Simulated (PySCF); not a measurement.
# FH3O2SSi, SMILES `[SiH3]F.O=S=O`: electronic structure

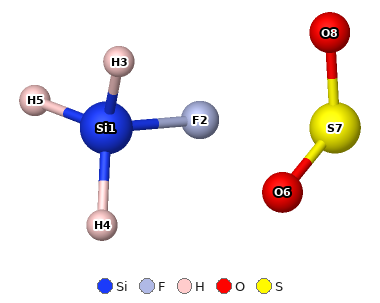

The molecule, with its atoms numbered as below. The pair's geometry is semi-empirical, so its contact may be too short or too long.

Cartesian coordinates (Å):

```
Si1     -1.9084   -0.0973    0.2994
F2      -0.9584    0.6034   -0.8329
H3      -1.2940    0.2210    1.5727
H4      -1.9441   -1.4963   -0.0812
H5      -3.1713    0.5939    0.0812
O6       0.8856   -1.3082    0.1162
S7       1.3861   -0.0298   -0.3127
O8       1.5612    0.9443    0.7256
```

Part 1: Bonding charge

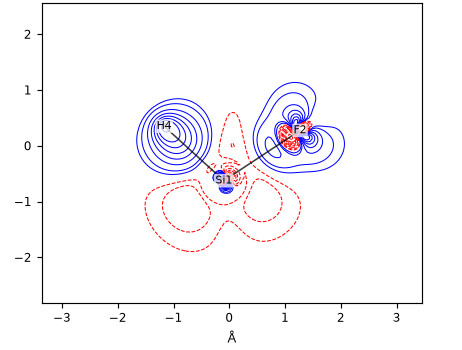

Deformation density (molecule less spherical, spin-averaged free atoms) in the plane of Si1, F2 and H4; contours at ±0.05 to ±0.8 e/Å³; solid blue lines: gain, dashed red lines: loss.

Method: r2SCAN/6-311+G**; geometry: GFN2-xTB; program: PySCF.

Describe the bonding that the map shows.

Answer. Si1–H4: +0.23 e/Å³ at the bond critical point (bond length 1.45 Å). Si1–F2: 0.00 e/Å³ at the bond critical point (bond length 1.64 Å); up to 0.6 Å beside the axis the gain reaches +0.24 e/Å³. In all, 2.0 electrons gather in the regions of gain relative to the promolecule. A small or negative value marks a very polar bond, one between electron-rich atoms, whose free-atom densities already overlap strongly, a long bond to a heavier atom, or a closed-shell contact such as a hydrogen bond.

Where do the Hirshfeld charges lie?

Answer. The highest Hirshfeld charge is on S7 (+0.46 e), the lowest on O8 (−0.24 e).

Part 2: Bond critical points

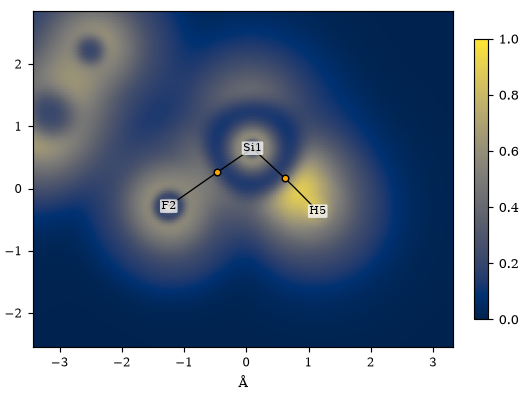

Localised orbital locator (LOL) in the plane of Si1, F2 and H5, with bond paths and bond critical points (dots).

Rank the bonds in the plane by LOL at their critical points.

Answer. Si1–H5: about 0.38; Si1–F2: about 0.25. Values above 0.5 mark slow, localised electrons, as in shared pairs; low values at a critical point mark a polar or closed-shell contact whose critical point lies between the shells.

Where along Si1–F2 does the critical point lie?

Answer. 0.68 Å from Si1 and 0.95 Å from F2.

Part 3: Local ionisation energy

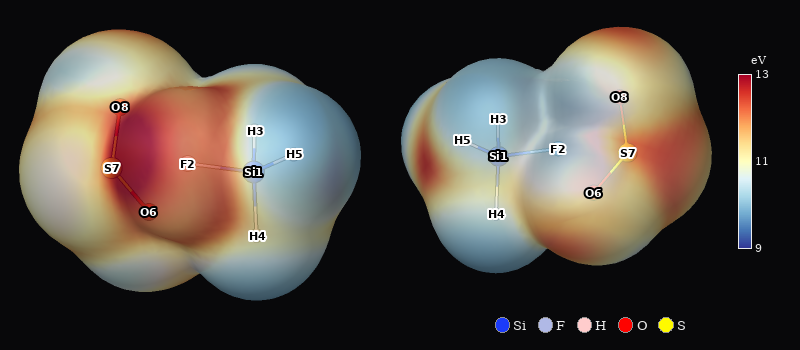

Average local ionisation energy on the surface of electron density 0.001 a.u. (back view left, front view right).

Locate the minima of the map.

Answer. The lowest value is 9.8 eV, 1.5 Å from H5. Further minima include 9.9 eV, 1.4 Å from H4; 10.3 eV, 1.8 Å from O6; 10.3 eV, 1.8 Å from O8. For comparison, the highest occupied orbital lies at −8.1 eV.

Part 4: Weak contacts

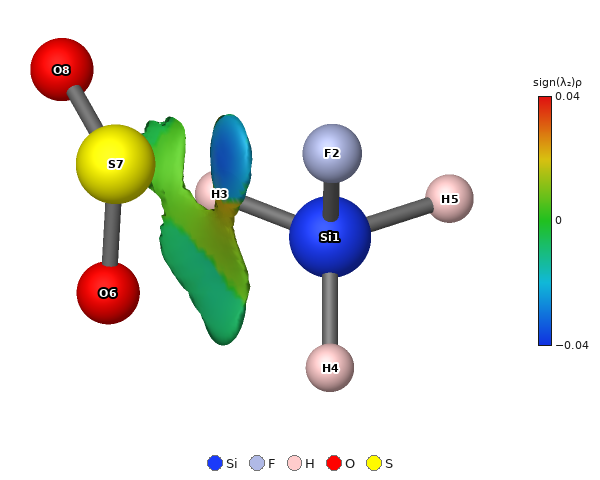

Non-covalent interaction surfaces between the fragments (reduced density gradient s = 0.5, coloured by sign(λ₂)ρ in a.u.; trimmed to the region between the fragments where ρ is under 0.06 a.u.). Fragment A: SiH3F (atoms 1–5); fragment B: SO2.

PySCF calculation, r2SCAN/6-311+G**, gas phase; geometry: GFN2-xTB.

Which interactions hold the two fragments together?

Answer. Bond critical points between the fragments: F2···S7, 2.48 Å, ρ = 0.030 a.u. It appears blue (attractive, sign(λ₂)ρ well below zero). The pose is a local one from a semi-empirical search, not shown to be the most stable.

How strongly are they bound?

Answer. The counterpoise-corrected interaction energy of the frozen fragments is −1.7 kcal/mol without dispersion correction and −2.3 kcal/mol with D3(BJ). The pair geometry is semi-empirical, not a minimum at this level.

Part 5: Binding density

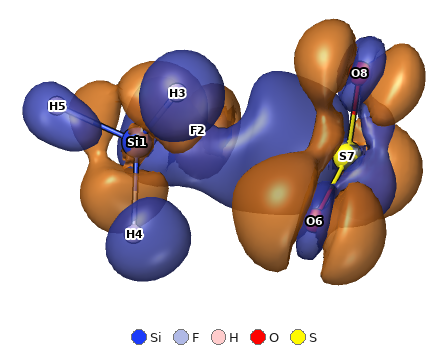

Density of the complex less the densities of the two fragments at the same geometry, ±0.003 e/Å³ (orange: gain, blue: loss). Fragment A: SiH3F (atoms 1–5); fragment B: SO2.

Which way does charge flow?

Answer. Hirshfeld charges show 0.034 e passing from A to B. By Hirshfeld charges, electrons gather most on O6 (−0.033 e) and leave S7 most (+0.014 e); 0.13 e is displaced in all, which induces a dipole of 0.60 D.
